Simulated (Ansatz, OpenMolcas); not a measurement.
**Computed against measured: dipole moment**

10 molecules without hydrogen; the dipole moment in D, computed less measured. Shapes, held fixed at every level: PBE0-D4/def2-TZVP. No vibrational averaging. Dipoles are compared by magnitude; molecules under 1 D, whose direction can flip, are left out. Programs: Ansatz 0.2.0, OpenMolcas 26.06. Measured values: NIST CCCBDB.

Levels: A = B3LYP/6-31G* (spherical functions); B = B3LYP-D4/def2-TZVPP; C = wB97M-V/def2-TZVPP.

```
                     molecule  measured      A      B      C
       BrF (bromine fluoride)      1.42  -0.09  -0.02  +0.02
           CuF (fluorocopper)      5.77  -1.66  -0.67  -0.38
NS (Mononitrogen monosulfide)      1.81  -0.08  +0.08  +0.11
      SF2 (sulfur difluoride)      1.05  +0.09  +0.07  +0.10
      NOF (nitrosyl fluoride)      1.81  -0.70  -0.42  -0.36
         SO2 (sulfur dioxide)      1.63  +0.08  +0.10  +0.17
   AsF3 (arsenic trifluoride)      2.59  -0.32  -0.06  -0.06
 PF3 (phosphorus trifluoride)      1.03  -0.06  +0.02  +0.04
   SCl2O2 (sulfuryl chloride)      1.81  -0.33  +0.05  +0.14
    SO2F2 (sulfuryl fluoride)      1.12  +0.06  +0.01  +0.04
```

Task: Sum up the errors.

Result: 
```tsv
level	kind	mean error	mean absolute error	worst case
B3LYP/6-31G* (spherical functions)	global hybrid	-0.301	0.347	CuF
B3LYP-D4/def2-TZVPP	global hybrid	-0.084	0.150	CuF
wB97M-V/def2-TZVPP	range-separated hybrid	-0.018	0.142	CuF
```

On this set wB97M-V/def2-TZVPP has the smallest mean absolute error and B3LYP/6-31G* (spherical functions) the largest. B3LYP/6-31G* (spherical functions) is too low in 7 of 10; wB97M-V/def2-TZVPP is too high in 7 of 10. All levels miss CuF on one side, which points to its shape or to the tabulated value. All levels miss NOF on one side, which points to its shape or to the tabulated value. The tabulated value of NOF is in doubt (older tables, estimates, or at odds with other calculations) and kept here. Over the 9 molecules whose values aren't doubted the mean absolute errors are A 0.308; B 0.120; C 0.118. The smallest two are near a tie. Open shells run unrestricted. Relativity is left out for As, Br, Cu. The set is small.

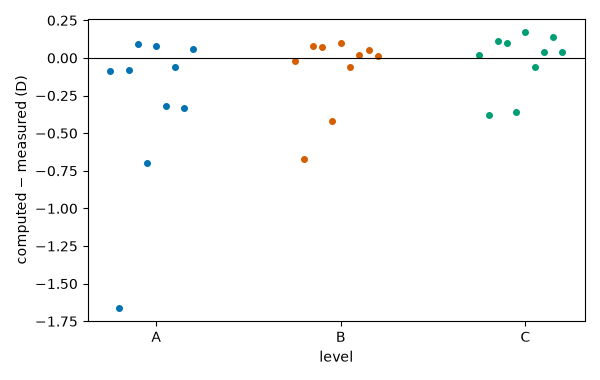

Errors of each level, one point a molecule.
